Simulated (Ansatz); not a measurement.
## Nudged elastic band of AlGeH6O3F

AlGeH6O3F, set up with RKS PBE-D4/def2-SVP (Ansatz 0.2.0).

One setting was made poor on purpose. It belongs to a series of runs on one base structure; here: an input spoilt on purpose.

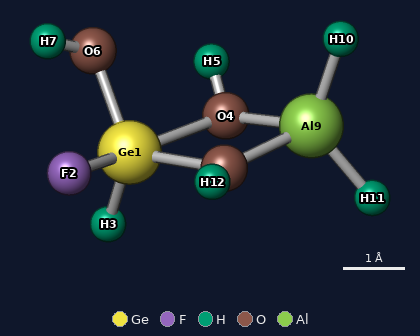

The input geometry (ball-and-stick view, seen at a tilt; atoms are numbered from 1 in the order of the input). Sticks mark near contacts. Bond lengths as drawn: Al–H 1.59 to 1.60 Å, Al–O 1.87 to 1.90 Å, F–Ge 1.80 Å, Ge–H 1.54 Å, Ge–O 1.79 to 2.06 Å and H–O 0.97 to 0.98 Å.

**Input**
```yaml
crystal:
  periodic: [false, false, false]
  atoms:
    - { symbol: Ge, position_ang: [0.383139, -0.297811, 0.089655] }
    - { symbol: F, position_ang: [0.437997, -1.87763, 0.942702] }
    - { symbol: H, position_ang: [1.203516, -0.577964, -1.179937] }
    - { symbol: O, position_ang: [0.370083, 1.733059, -0.22549] }
    - { symbol: H, position_ang: [-0.566233, 1.976684, -0.364464] }
    - { symbol: O, position_ang: [-1.400576, -0.128149, 0.084412] }
    - { symbol: H, position_ang: [-1.783638, -0.966863, 0.40888] }
    - { symbol: O, position_ang: [1.376821, 0.438912, 1.550428] }
    - { symbol: Al, position_ang: [1.230373, 2.321029, 1.322246] }
    - { symbol: H, position_ang: [0.198729, 2.953366, 2.371091] }
    - { symbol: H, position_ang: [2.672014, 2.931021, 1.017811] }
    - { symbol: H, position_ang: [1.595577, -0.205553, 2.247768] }
basis:
  gaussian: { orbitals: def2-SVP }
hamiltonian:
  xc: pbe
  dispersion: d4
neb:
  order_check: false
  images: 4
  f_tol: 0.05
  max_iterations: 8
  climbing: false
  final_atoms:
    - { symbol: Ge, position_ang: [0.3604753, -0.63843391, 0.19558528] }
    - { symbol: F, position_ang: [1.37550789, 2.45678764, 0.49110493] }
    - { symbol: H, position_ang: [0.55258069, -1.8762449, -0.68540654] }
    - { symbol: O, position_ang: [0.45683629, 0.88652923, -1.07452696] }
    - { symbol: H, position_ang: [-0.45155467, 1.19773092, -1.27354406] }
    - { symbol: O, position_ang: [-1.3245395, -0.46837718, 0.72506673] }
    - { symbol: H, position_ang: [-1.3154278, 0.16464251, 1.4843786] }
    - { symbol: O, position_ang: [1.56955345, -0.14411039, 1.31927155] }
    - { symbol: Al, position_ang: [1.32377291, 1.52015957, 2.04989409] }
    - { symbol: H, position_ang: [-0.25469637, 1.56501518, 2.47681221] }
    - { symbol: H, position_ang: [2.50209424, 1.96361267, 3.02418627] }
    - { symbol: H, position_ang: [0.92319958, 1.67278965, -0.4677201] }
  initial_path:
    images:
      - { positions_ang: [[0.383139, -0.297811, 0.089655], [0.437997, -1.87763, 0.942702], [1.203516, -0.577964, -1.179937], [0.370083, 1.733059, -0.22549], [-0.566233, 1.976684, -0.364464], [-1.400576, -0.128149, 0.084412], [-1.783638, -0.966863, 0.40888], [1.376821, 0.438912, 1.550428], [1.230373, 2.321029, 1.322246], [0.198729, 2.953366, 2.371091], [2.672014, 2.931021, 1.017811], [1.595577, -0.205553, 2.247768]] }
      - { positions_ang: [[0.20794986, -0.16441926, 0.05588953], [0.19851155, -1.06917222, 1.37746416], [1.28912034, -0.42303782, -0.87729336], [-0.03717131, 1.65847988, -0.41422233], [-0.9860156, 1.76077333, -0.60472113], [-1.25998169, -0.60128995, -0.17577691], [-1.71162508, -1.24764155, 0.3247471], [1.19772501, 0.96334224, 1.1782136], [1.65109306, 2.10933703, 1.50360931], [1.29360099, 1.95628313, 2.32658042], [2.72897053, 3.02245557, 1.53245302], [1.14562434, 0.33499062, 2.03815858]] }
      - { positions_ang: [[0.03276071, -0.03102752, 0.02212405], [-0.04097391, -0.26071444, 1.81222632], [1.37472469, -0.26811164, -0.57464971], [-0.44442562, 1.58390076, -0.60295465], [-1.40579819, 1.54486266, -0.84497826], [-1.11938738, -1.07443089, -0.43596582], [-1.63961215, -1.52842011, 0.24061421], [1.01862902, 1.48777248, 0.8059992], [2.07181311, 1.89764506, 1.68497262], [2.38847298, 0.95920027, 2.28206983], [2.78592706, 3.11389014, 2.04709505], [0.69567169, 0.87553423, 1.82854916]] }
      - { positions_ang: [[0.02822797, -0.0991521, 0.04331011], [0.14652827, 0.60616908, 1.72190691], [1.24453762, -0.52776782, -0.47574362], [-0.42707497, 1.41459481, -0.77276204], [-1.38286253, 1.38907204, -1.02679427], [-1.10418008, -1.14247653, -0.30783487], [-1.54597011, -1.302119, 0.45571393], [1.05717551, 1.371168, 0.75976791], [2.09049309, 1.73747117, 1.83050223], [2.29778791, 0.68153011, 2.30321408], [2.7519431, 2.92040847, 2.4483701], [0.56119621, 1.25120276, 1.28545154]] }
      - { positions_ang: [[0.19435164, -0.368793, 0.1194477], [0.76101808, 1.53147836, 1.10650592], [0.89855916, -1.20200636, -0.58057508], [0.01488066, 1.15056202, -0.9236445], [-0.9172086, 1.29340148, -1.15016917], [-1.21435979, -0.80542685, 0.20861593], [-1.43069896, -0.56873825, 0.97004627], [1.31336448, 0.6135288, 1.03951973], [1.707133, 1.62881537, 1.94019816], [1.02154577, 1.12327264, 2.39001315], [2.62701867, 2.44201057, 2.73627819], [0.74219789, 1.46199621, 0.40886572]] }
      - { positions_ang: [[0.3604753, -0.63843391, 0.19558528], [1.37550789, 2.45678764, 0.49110493], [0.55258069, -1.8762449, -0.68540654], [0.45683629, 0.88652923, -1.07452696], [-0.45155467, 1.19773092, -1.27354406], [-1.3245395, -0.46837718, 0.72506673], [-1.3154278, 0.16464251, 1.4843786], [1.56955345, -0.14411039, 1.31927155], [1.32377291, 1.52015957, 2.04989409], [-0.25469637, 1.56501518, 2.47681221], [2.50209424, 1.96361267, 3.02418627], [0.92319958, 1.67278965, -0.4677201]] }
  spring: -5.0
```

Run on 4 threads of Intel Xeon (Sapphire Rapids), 16 GiB of memory available, shared host.

Launched with:
```bash
ansatz run input.yaml --threads 4 --pin off --max-ram 5120MiB --backend cpu --events-out ev --progress --plain --runs-dir out
```

**Output**
```
Error: invalid value for `neb.spring`: must be finite and > 0; got -5 eV/Å²
```

**Outcome**

```csv
quantity,value
outcome,refused by the program
```

**What went wrong**

The program refused the input: “invalid value for `neb.spring`: must be finite and > 0; got -5 eV/Å²” A deliberately poor setting: bad input.
